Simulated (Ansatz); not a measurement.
# InH5S: one molecule under many settings

How do the results and run time of InH5S respond when the settings are drawn wide?

The runs use Ansatz 0.2.0, Gaussian basis; the settings change from run to run.

## Step 1: The molecule

The structure was relaxed beforehand with PBE0-D4 in a triple-zeta def2 set. In takes a core potential in def2 sets; no spin-orbit term is included.

SMILES `[SH2+][InH3-]`, 7 atoms, charge 0, spin multiplicity 1.

Atoms are counted from 1 here; the program's logs count them from 0.

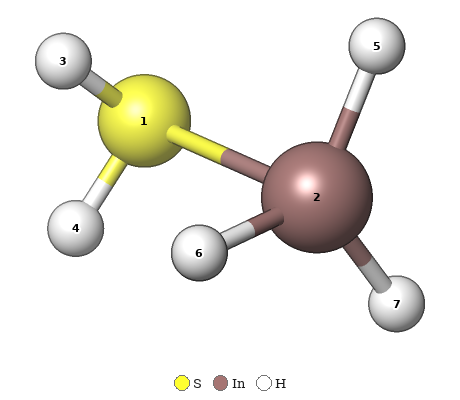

The structure; sulfur yellow, indium brown, hydrogen white; atoms are numbered from 1 in the order of the file.

## Step 2: r2SCAN50/def2-mTZVP

The input, in.yaml:

```yaml
crystal:
  periodic: [false, false, false]
  atoms:
    - {symbol: S, position_ang: [-0.379647, -1.610209, -0.267932]}
    - {symbol: In, position_ang: [0.279121, 1.161792, -0.273934]}
    - {symbol: H, position_ang: [-1.326513, -1.515586, 0.680176]}
    - {symbol: H, position_ang: [0.562110, -1.963718, 0.621963]}
    - {symbol: H, position_ang: [-1.176595, 1.632978, -1.079160]}
    - {symbol: H, position_ang: [0.366747, 1.285536, 1.452086]}
    - {symbol: H, position_ang: [1.735976, 0.941208, -1.178797]}
basis:
  gaussian: {orbitals: def2-mTZVP}
hamiltonian: {xc: {name: r2SCAN50}}
output: {forces: true}
```

Started as:

```bash
> ansatz run in.yaml --threads 4 --pin off --events-out ev --progress --plain --max-ram 10444MiB
```

Output (excerpt; [...] marks lines left out):

```text
Functional definition: r2SCAN50
  name "r2SCAN50"
  cite "Bursch, Neugebauer, Ehlert & Grimme, J. Chem. Phys. 156, 134105 (2022) doi:10.1063/5.0086040"
  cite "Furness, Kaplan, Ning, Perdew & Sun, J. Phys. Chem. Lett. 11, 8208 (2020) doi:10.1021/acs.jpclett.0c02405"
  cite "Furness, Kaplan, Ning, Perdew & Sun, J. Phys. Chem. Lett. 11, 9248 (2020) doi:10.1021/acs.jpclett.0c03077"
  parent r2scan
[...]
812 factors; integrals over basis functions are off by at most 7.0e-4 eV
[...]
mean field -16088.87377964 eV, -591.2552059715 hartree, gradient 1.5e-5 eV, S^2 0.000000; 0 other end points of the search recorded, 0 dependent functions left out
[...]
reference -16088.87379069 eV, -591.2552063773 hartree; 21, 21 occupied and 52, 52 virtual orbitals, 812 factors
Total energy: -16088.87379069 eV, -591.2552063773 hartree
Atom 0 at    -0.379647    -1.610209    -0.267932 Å, force     0.012660     0.039907     0.246574 eV/Å
Atom 1 at     0.279121     1.161792    -0.273934 Å, force    -0.008485    -0.030449    -0.043717 eV/Å
Atom 2 at    -1.326513    -1.515586     0.680176 Å, force     0.049063    -0.012351    -0.114494 eV/Å
Atom 3 at     0.562110    -1.963718     0.621963 Å, force    -0.051547     0.010082    -0.107064 eV/Å
Atom 4 at    -1.176595     1.632978    -1.079160 Å, force     0.075813    -0.012384     0.046812 eV/Å
Atom 5 at     0.366747     1.285536     1.452086 Å, force    -0.006029    -0.017093    -0.081742 eV/Å
Atom 6 at     1.735976     0.941208    -1.178797 Å, force    -0.071475     0.022290     0.053632 eV/Å
Dipole moment:    -0.119010    -0.538611     0.287018 e Å
```

It took 0.85 s on 4 threads of AMD EPYC 9R45, shared host.

Largest force 0.250 eV/Å, dipole 2.99 D.

## Step 3: B2PLYP/def2-TZVPD

This run has charge -1, multiplicity 2, coordinates scaled by 1.05, density fitting with def2-universal-jkfit.

The input, in.yaml:

```yaml
crystal:
  periodic: [false, false, false]
  atoms:
    - {symbol: S, position_ang: [-0.398629, -1.690720, -0.281329]}
    - {symbol: In, position_ang: [0.293077, 1.219882, -0.287631]}
    - {symbol: H, position_ang: [-1.392839, -1.591365, 0.714185]}
    - {symbol: H, position_ang: [0.590215, -2.061904, 0.653062]}
    - {symbol: H, position_ang: [-1.235425, 1.714627, -1.133118]}
    - {symbol: H, position_ang: [0.385085, 1.349812, 1.524690]}
    - {symbol: H, position_ang: [1.822775, 0.988269, -1.237737]}
basis:
  gaussian: {orbitals: def2-TZVPD, fitting: {mean_field: def2-universal-jkfit}}
total_charge: -1
magnetization: {spin_polarized: true, initial_magnetization: 1}
hamiltonian: {xc: {name: B2PLYP}}
output: {forces: true}
```

Launched as before.

Output (excerpt; [...] marks lines left out):

```text
Functional definition: B2PLYP
  name "B2PLYP"
  cite "Grimme, J. Chem. Phys. 124, 034108 (2006) doi:10.1063/1.2148954"
  cite "Becke, Phys. Rev. A 38, 3098 (1988) doi:10.1103/PhysRevA.38.3098"
  cite "Lee, Yang & Parr, Phys. Rev. B 37, 785 (1988) doi:10.1103/PhysRevB.37.785"
[...]
436 factors; integrals over basis functions are off by at most 7.7e-1 eV
[...]
mean field -16075.68714796 eV, -590.7706061952 hartree, gradient 6.1e-6 eV, S^2 0.751171; 8 other end points of the search recorded, 0 dependent functions left out
9 core orbitals not correlated: weight in the atoms' cores, before any rotation towards them, 1.000 or more for the frozen orbitals, at most 0.000 for the correlated occupied ones
reference -16075.68728127 eV, -590.7706110945 hartree; 13, 12 occupied and 125, 126 virtual orbitals, 436 factors
second order -16.83052296 eV of doubles, -0.00000000 eV of singles
[...]
Total energy: -16080.23152247 eV, -590.9376088783 hartree
Atom 0 at    -0.398629    -1.690720    -0.281329 Å, force     0.051307     0.049023     1.313348 eV/Å
Atom 1 at     0.293077     1.219882    -0.287631 Å, force    -0.024060    -0.106991     0.045223 eV/Å
Atom 2 at    -1.392839    -1.591365     0.714185 Å, force     0.572529    -0.097117    -0.665621 eV/Å
Atom 3 at     0.590215    -2.061904     0.653062 Å, force    -0.592064     0.178969    -0.629130 eV/Å
Atom 4 at    -1.235425     1.714627    -1.133118 Å, force     0.674259    -0.172288     0.351711 eV/Å
Atom 5 at     0.385085     1.349812     1.524690 Å, force    -0.025597     0.004794    -0.814155 eV/Å
Atom 6 at     1.822775     0.988269    -1.237737 Å, force    -0.656374     0.143611     0.398625 eV/Å
Dipole moment:     0.266871     1.148578    -0.208707 e Å
```

Run time: 5.5 s. Hardware: 4 threads of AMD EPYC 9R45, shared host; peak memory 0.38 GiB.

Largest force 1.315 eV/Å, ⟨S²⟩ 0.751.

## Step 4: SPW92/def2-mTZVP

This run has unrestricted orbitals.

The input, in.yaml:

```yaml
crystal:
  periodic: [false, false, false]
  atoms:
    - {symbol: S, position_ang: [-0.379647, -1.610209, -0.267932]}
    - {symbol: In, position_ang: [0.279121, 1.161792, -0.273934]}
    - {symbol: H, position_ang: [-1.326513, -1.515586, 0.680176]}
    - {symbol: H, position_ang: [0.562110, -1.963718, 0.621963]}
    - {symbol: H, position_ang: [-1.176595, 1.632978, -1.079160]}
    - {symbol: H, position_ang: [0.366747, 1.285536, 1.452086]}
    - {symbol: H, position_ang: [1.735976, 0.941208, -1.178797]}
basis:
  gaussian: {orbitals: def2-mTZVP}
magnetization: {spin_polarized: true, initial_magnetization: 0}
hamiltonian: {xc: {name: SPW92}}
output: {forces: true}
```

Same command.

Output (excerpt; [...] marks lines left out):

```text
Functional definition: SPW92
  name "SPW92"
  cite "Dirac, Proc. Camb. Phil. Soc. 26, 376 (1930) doi:10.1017/S0305004100016108"
  cite "Slater, Phys. Rev. 81, 385 (1951) doi:10.1103/PhysRev.81.385"
  cite "Perdew & Wang, Phys. Rev. B 45, 13244 (1992) doi:10.1103/PhysRevB.45.13244"
[...]
810 factors; their error is unknown
[...]
mean field -16042.27545658 eV, -589.5427491845 hartree, gradient 3.8e-5 eV, S^2 0.000000; 0 other end points of the search recorded, 0 dependent functions left out
[...]
reference -16042.27551218 eV, -589.5427512276 hartree; 21, 21 occupied and 52, 52 virtual orbitals, 810 factors
Total energy: -16042.27551218 eV, -589.5427512276 hartree
Atom 0 at    -0.379647    -1.610209    -0.267932 Å, force     0.050485     0.333338    -0.792206 eV/Å
Atom 1 at     0.279121     1.161792    -0.273934 Å, force    -0.047372    -0.199070    -0.011617 eV/Å
Atom 2 at    -1.326513    -1.515586     0.680176 Å, force    -0.388007     0.044430     0.406170 eV/Å
Atom 3 at     0.562110    -1.963718     0.621963 Å, force     0.393878    -0.142384     0.386353 eV/Å
Atom 4 at    -1.176595     1.632978    -1.079160 Å, force    -0.014924    -0.006243    -0.005818 eV/Å
Atom 5 at     0.366747     1.285536     1.452086 Å, force    -0.002846    -0.017858     0.022154 eV/Å
Atom 6 at     1.735976     0.941208    -1.178797 Å, force     0.008786    -0.012213    -0.005035 eV/Å
Dipole moment:    -0.126199    -0.569482     0.293523 e Å
```

It took 0.35 s on 4 threads of AMD EPYC 9R45, shared host.

Largest force 0.861 eV/Å, dipole 3.14 D, ⟨S²⟩ 0.000.

## Step 5: revPBE0/def2-TZVP

Options: multiplicity 3, a point charge of 2.00 e beside it, high accuracy, the search for lower states set to full.

Edit in.yaml of step 4 so:

```diff
@@ -11,5 +11,6 @@
 basis:
-  gaussian: {orbitals: def2-mTZVP}
-magnetization: {spin_polarized: true, initial_magnetization: 0}
-hamiltonian: {xc: {name: SPW92}}
-output: {forces: true}
+  gaussian: {orbitals: def2-TZVP, point_charges: [{charge: 2.00, position_ang: [5.862, -0.462, 0.603]}]}
+magnetization: {spin_polarized: true, initial_magnetization: 2}
+hamiltonian: {xc: {name: revPBE0}}
+accuracy: high
+scf: {lower_state_search: full}
```

Launched as before.

Output (excerpt; [...] marks lines left out):

```text
Functional definition: revPBE0
  name "revPBE0"
  cite "Zhang & Yang, Phys. Rev. Lett. 80, 890 (1998) doi:10.1103/PhysRevLett.80.890"
  cite "Adamo & Barone, J. Chem. Phys. 110, 6158 (1999) doi:10.1063/1.478522"
  cite "Perdew, Burke & Ernzerhof, Phys. Rev. Lett. 77, 3865 (1996) doi:10.1103/PhysRevLett.77.3865"
[...]
2292 factors; integrals over basis functions are off by at most 3.6e-9 eV
[...]
mean field -16084.51652900 eV, -591.0950799640 hartree, gradient 2.8e-8 eV, S^2 2.021242; 12 other end points of the search recorded, 0 dependent functions left out
reference -16084.51653414 eV, -591.0950801526 hartree; 22, 20 occupied and 95, 97 virtual orbitals, 2292 factors
Total energy: -16084.51653414 eV, -591.0950801526 hartree
```

Run time: 17 s. Hardware: 4 threads of AMD EPYC 9R45, shared host; peak memory 0.7 GiB.

⟨S²⟩ 2.021.

## Step 6: CCSD(T)/ANO-RCC-VTZP

This run has atoms shaken by 0.03 Å, 4 DIIS vectors, high accuracy, the search for lower states set to off.

The input, in.yaml:

```yaml
crystal:
  periodic: [false, false, false]
  atoms:
    - {symbol: S, position_ang: [-0.356649, -1.610803, -0.209526]}
    - {symbol: In, position_ang: [0.300454, 1.136246, -0.271764]}
    - {symbol: H, position_ang: [-1.310214, -1.536661, 0.709215]}
    - {symbol: H, position_ang: [0.560399, -1.971164, 0.613253]}
    - {symbol: H, position_ang: [-1.165078, 1.644035, -1.067596]}
    - {symbol: H, position_ang: [0.352615, 1.292899, 1.455925]}
    - {symbol: H, position_ang: [1.776630, 0.975089, -1.213964]}
basis:
  gaussian: {orbitals: ANO-RCC-VTZP}
hamiltonian: {xc: {name: HF}}
correlation: {method: ccsd_t, diis_vectors: 4}
accuracy: high
scf: {lower_state_search: off}
```

Same command.

Output (excerpt; [...] marks lines left out):

```text
Functional definition: HF
  name "HF"
  cite "Fock, Z. Phys. 61, 126 (1930) doi:10.1007/BF01340294"
  parent pbe
[...]
3244 factors; integrals over basis functions are off by at most 4.8e-9 eV
[...]
mean field -170879.61502284 eV, -6279.7100257264 hartree, gradient 2.4e-8 eV, S^2 0.000000; 0 other end points of the search recorded, 0 dependent functions left out
23 core orbitals not correlated: weight in the atoms' cores, before any rotation towards them, 1.000 or more for the frozen orbitals, at most 0.000 for the correlated occupied ones
reference -170879.61502284 eV, -6279.7100257264 hartree; 12, 12 occupied and 137, 137 virtual orbitals, 3244 factors
second order -19.25968741 eV of doubles, -0.00000000 eV of singles
cycle   1  -18.98284659 eV  change    2.8e-1 eV  update   9.3e-2
[...]
cycle  22  -19.52246166 eV  change   1.8e-10 eV  update  9.6e-10
perturbative correction -0.64523011 eV, -0.0237117694 hartree
Total energy: -170899.78271462 eV, -6280.4511747288 hartree
Relativity: scalar
Checks for a lower state left out: stability, starts, cluster_reference, orbital_swaps, neighbouring_geometries, increment
```

Wall time 38 s (4 threads of AMD EPYC 9R45, shared host); peak memory 2.9 GiB.

T1 0.013.

## Step 7: wB97X/def2-SVPD

Options: charge -1, multiplicity 2, density fitting with def2-universal-jkfit, a grid of angular degree 11.

The input, in.yaml:

```yaml
crystal:
  periodic: [false, false, false]
  atoms:
    - {symbol: S, position_ang: [-0.379647, -1.610209, -0.267932]}
    - {symbol: In, position_ang: [0.279121, 1.161792, -0.273934]}
    - {symbol: H, position_ang: [-1.326513, -1.515586, 0.680176]}
    - {symbol: H, position_ang: [0.562110, -1.963718, 0.621963]}
    - {symbol: H, position_ang: [-1.176595, 1.632978, -1.079160]}
    - {symbol: H, position_ang: [0.366747, 1.285536, 1.452086]}
    - {symbol: H, position_ang: [1.735976, 0.941208, -1.178797]}
basis:
  gaussian: {orbitals: def2-SVPD, fitting: {mean_field: def2-universal-jkfit}, final_grid: {core_spheres: 5, valence_spheres: 4, degree: 11}}
total_charge: -1
magnetization: {spin_polarized: true, initial_magnetization: 1}
hamiltonian: {xc: {name: wB97X}}
```

The command is unchanged.

Output (excerpt; [...] marks lines left out):

```text
Functional definition: wB97X
  name "wB97X"
  cite "Chai & Head-Gordon, J. Chem. Phys. 128, 084106 (2008) doi:10.1063/1.2834918"
  cite "Becke, J. Chem. Phys. 107, 8554 (1997) doi:10.1063/1.475007"
[...]
  # The coefficients of nought are those of the uniform gas.
[...]
      + exact_x_lr(omega)
[...]
      + integral(e_c_pw_opposite_spin*poly(b97_u_opposite, 1, cos1, cos2, cos3, cos4))
436 factors; integrals over basis functions are off by at most 3.7e-1 eV
436 factors; integrals over basis functions are off by at most 3.3e-4 eV
[...]
mean field -16086.89771971 eV, -591.1825871084 hartree, gradient 1.0e-5 eV, S^2 0.752259; 6 other end points of the search recorded, 0 dependent functions left out
reference -16086.89771759 eV, -591.1825870306 hartree; 22, 21 occupied and 77, 78 virtual orbitals, 436 factors
Total energy: -16086.89771759 eV, -591.1825870306 hartree
```

Wall time 1.6 s (4 threads of AMD EPYC 9R45, shared host); peak memory 0.25 GiB.

⟨S²⟩ 0.752.

## Step 8: SVWN5/def2-SVP

Set apart from the defaults: coordinates scaled by 0.96, the search for lower states set to full.

The input, in.yaml:

```yaml
crystal:
  periodic: [false, false, false]
  atoms:
    - {symbol: S, position_ang: [-0.364461, -1.545801, -0.257215]}
    - {symbol: In, position_ang: [0.267956, 1.115321, -0.262976]}
    - {symbol: H, position_ang: [-1.273453, -1.454962, 0.652969]}
    - {symbol: H, position_ang: [0.539626, -1.885169, 0.597085]}
    - {symbol: H, position_ang: [-1.129531, 1.567659, -1.035994]}
    - {symbol: H, position_ang: [0.352077, 1.234114, 1.394002]}
    - {symbol: H, position_ang: [1.666537, 0.903560, -1.131646]}
basis:
  gaussian: {orbitals: def2-SVP}
hamiltonian: {xc: {name: SVWN5}}
scf: {lower_state_search: full}
output: {forces: true}
```

The command is unchanged.

Output (excerpt; [...] marks lines left out):

```text
Functional definition: SVWN5
  name "SVWN5"
  cite "Dirac, Proc. Camb. Phil. Soc. 26, 376 (1930) doi:10.1017/S0305004100016108"
  cite "Slater, Phys. Rev. 81, 385 (1951) doi:10.1103/PhysRev.81.385"
  cite "Vosko, Wilk & Nusair, Can. J. Phys. 58, 1200 (1980) doi:10.1139/p80-159"
[...]
811 factors; their error is unknown
[...]
mean field -16038.69788715 eV, -589.4112759327 hartree, gradient 3.2e-5 eV, S^2 0.000000; 0 other end points of the search recorded, 0 dependent functions left out
[...]
reference -16038.69793172 eV, -589.4112775707 hartree; 21, 21 occupied and 48, 48 virtual orbitals, 811 factors
Total energy: -16038.69793172 eV, -589.4112775707 hartree
Atom 0 at    -0.364461    -1.545801    -0.257215 Å, force    -0.025136     0.319786    -3.099619 eV/Å
Atom 1 at     0.267956     1.115321    -0.262976 Å, force    -0.030127    -0.129979    -0.009287 eV/Å
Atom 2 at    -1.273453    -1.454962     0.652969 Å, force    -1.595328     0.155398     1.597332 eV/Å
Atom 3 at     0.539626    -1.885169     0.597085 Å, force     1.590784    -0.602207     1.504812 eV/Å
Atom 4 at    -1.129531     1.567659    -1.035994 Å, force    -0.780184     0.272279    -0.436563 eV/Å
Atom 5 at     0.352077     1.234114     1.394002 Å, force     0.052336     0.085235     0.931669 eV/Å
Atom 6 at     1.666537     0.903560    -1.131646 Å, force     0.787654    -0.100512    -0.488344 eV/Å
Dipole moment:    -0.146216    -0.652531     0.285358 e Å
```

Wall time 0.25 s (4 threads of AMD EPYC 9R45, shared host).

Largest force 3.116 eV/Å, dipole 3.49 D.

## Step 9: HSE06/def2-TZVPD

Options: D3(BJ) with three-body dispersion, relativity set to none.

The input, in.yaml:

```yaml
crystal:
  periodic: [false, false, false]
  atoms:
    - {symbol: S, position_ang: [-0.379647, -1.610209, -0.267932]}
    - {symbol: In, position_ang: [0.279121, 1.161792, -0.273934]}
    - {symbol: H, position_ang: [-1.326513, -1.515586, 0.680176]}
    - {symbol: H, position_ang: [0.562110, -1.963718, 0.621963]}
    - {symbol: H, position_ang: [-1.176595, 1.632978, -1.079160]}
    - {symbol: H, position_ang: [0.366747, 1.285536, 1.452086]}
    - {symbol: H, position_ang: [1.735976, 0.941208, -1.178797]}
basis:
  gaussian: {orbitals: def2-TZVPD}
hamiltonian: {xc: {name: HSE06}, dispersion: d3bjatm, pseudopotentials: {relativity: none}}
```

Launched as before.

Output (excerpt; [...] marks lines left out):

```text
Functional definition: HSE06
  name "HSE06"
  cite "Heyd, Scuseria & Ernzerhof, J. Chem. Phys. 118, 8207 (2003) doi:10.1063/1.1564060"
  cite "Krukau, Vydrov, Izmaylov & Scuseria, J. Chem. Phys. 125, 224106 (2006) doi:10.1063/1.2404663"
  cite "Heyd & Scuseria, J. Chem. Phys. 120, 7274 (2004) doi:10.1063/1.1668634"
  cite "Ernzerhof & Perdew, J. Chem. Phys. 109, 3313 (1998) doi:10.1063/1.476928"
  cite "Perdew, Burke & Ernzerhof, Phys. Rev. Lett. 77, 3865 (1996) doi:10.1103/PhysRevLett.77.3865"
  parent pbe
[...]
  # The whole range is PBE's own exchange, as in plane waves. The composition of these papers is wPBEh.
[...]
1083 factors; their error is unknown
151 factors; integrals over basis functions are off by at most 1.2e-6 eV
[...]
mean field -16086.08136001 eV, -591.1525864428 hartree, gradient 1.9e-5 eV, S^2 0.000000; 0 other end points of the search recorded, 0 dependent functions left out
reference -16086.08143419 eV, -591.1525891690 hartree; 21, 21 occupied and 126, 126 virtual orbitals, 1083 factors
Total energy: -16086.17317383 eV, -591.1559605385 hartree
```

It took 0.8 s on 4 threads of AMD EPYC 9R45, shared host; peak memory 0.26 GiB.

## Step 10: B3LYP/def2-mTZVPP

Edit in.yaml of step 9 so:

```diff
@@ -11,3 +11,4 @@
 basis:
-  gaussian: {orbitals: def2-TZVPD}
-hamiltonian: {xc: {name: HSE06}, dispersion: d3bjatm, pseudopotentials: {relativity: none}}
+  gaussian: {orbitals: def2-mTZVPP}
+hamiltonian: {xc: {name: B3LYP}}
+output: {forces: true}
```

Same command.

Output (excerpt; [...] marks lines left out):

```text
Functional definition: B3LYP
  name "B3LYP"
  cite "Stephens, Devlin, Chabalowski & Frisch, J. Phys. Chem. 98, 11623 (1994) doi:10.1021/j100096a001"
  cite "Becke, Phys. Rev. A 38, 3098 (1988) doi:10.1103/PhysRevA.38.3098"
  cite "Lee, Yang & Parr, Phys. Rev. B 37, 785 (1988) doi:10.1103/PhysRevB.37.785"
  cite "Vosko, Wilk & Nusair, Can. J. Phys. 58, 1200 (1980) doi:10.1139/p80-159"
[...]
915 factors; integrals over basis functions are off by at most 8.4e-4 eV
[...]
mean field -16092.62674101 eV, -591.3931247581 hartree, gradient 4.3e-5 eV, S^2 0.000000; 0 other end points of the search recorded, 0 dependent functions left out
[...]
reference -16092.62703258 eV, -591.3931354731 hartree; 21, 21 occupied and 67, 67 virtual orbitals, 915 factors
Total energy: -16092.62703258 eV, -591.3931354731 hartree
Atom 0 at    -0.379647    -1.610209    -0.267932 Å, force    -0.045156    -0.151619    -0.157415 eV/Å
Atom 1 at     0.279121     1.161792    -0.273934 Å, force     0.034180     0.142384     0.004106 eV/Å
Atom 2 at    -1.326513    -1.515586     0.680176 Å, force    -0.118031     0.001867     0.083167 eV/Å
Atom 3 at     0.562110    -1.963718     0.621963 Å, force     0.115166    -0.054842     0.080153 eV/Å
Atom 4 at    -1.176595     1.632978    -1.079160 Å, force    -0.068442     0.035972    -0.042792 eV/Å
Atom 5 at     0.366747     1.285536     1.452086 Å, force     0.009179     0.024270     0.078732 eV/Å
Atom 6 at     1.735976     0.941208    -1.178797 Å, force     0.073104     0.001968    -0.045950 eV/Å
Dipole moment:    -0.124570    -0.554752     0.232447 e Å
```

It took 0.6 s on 4 threads of AMD EPYC 9R45, shared host.

Largest force 0.223 eV/Å, dipole 2.95 D.

## Step 11: The runs in one table

```
               level  charge  multiplicity               geometry  functions  energy (eV)    time
 r2SCAN50/def2-mTZVP       0             1                relaxed         73   -16088.874  0.85 s
   B2PLYP/def2-TZVPD      -1             2                 scaled        147   -16080.232   5.5 s
    SPW92/def2-mTZVP       0             1                relaxed         73   -16042.276  0.35 s
   revPBE0/def2-TZVP       0             3  relaxed, point charge        117   -16084.517    17 s
CCSD(T)/ANO-RCC-VTZP       0             1                 shaken        172  -170899.783    38 s
     wB97X/def2-SVPD      -1             2                relaxed         99   -16086.898   1.6 s
      SVWN5/def2-SVP       0             1                 scaled         69   -16038.698  0.25 s
    HSE06/def2-TZVPD       0             1                relaxed        147   -16086.173   0.8 s
   B3LYP/def2-mTZVPP       0             1                relaxed         88   -16092.627   0.6 s
```

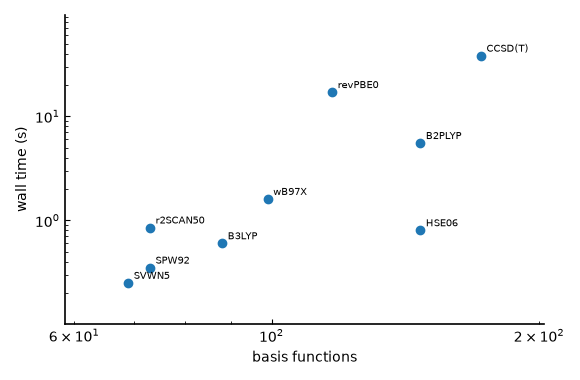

Wall time against the number of basis functions (shared host).

## Step 12: Outcome

| quantity | value |
| --- | --- |
| runs | 9 |
| quickest | SVWN5/def2-SVP, 0.25 s |
| slowest | CCSD(T)/ANO-RCC-VTZP, 38 s |
| spread of total energies, same state and geometry | 50.4 eV |
| dipole, same state and geometry | 2.95 to 3.14 D |

In words: CCSD(T)/ANO-RCC-VTZP took 152 times as long as SVWN5/def2-SVP. The jobs differ in tasks and options as well as level. The totals spread over 50 eV; they can't be compared across methods or bases. At the PBE0-D4/def2-TZVP geometry and in the same state, runs without warnings or point charges leave forces up to 0.86 eV/Å (SPW92/def2-mTZVP), against 3.1 eV/Å where the atoms were moved. At that geometry and state the dipole changes by 6 % between the lowest and highest value.
